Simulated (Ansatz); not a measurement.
The starting structures come from a database of crystals and need not be the phases stable at ambient conditions.

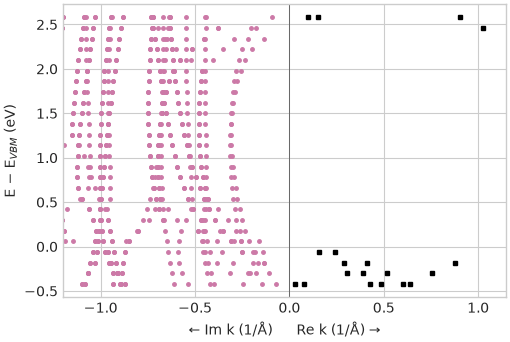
Complex bands at the centre of the two-dimensional zone; r2SCAN (Ansatz, a quantum-chemistry and plane-wave program)

No gap correction and no spin-orbit coupling; mid-gap values are interpolated between computed energies.

Q: This is Sr$_{2}$MgMoO$_{6}$ (I4/m, not sure to be the ambient phase, 10 atoms a cell, 12.8 Å³ an atom, -7 GPa at this level) along the normal of (100). Read off the slowest decay at the centre of the two-dimensional zone at 1.14 eV, the computed energy nearest the middle of the gap.

A: κ ≈ 0.31 1/Å, a decay length 1/(2κ) of the density of 1.6 Å.
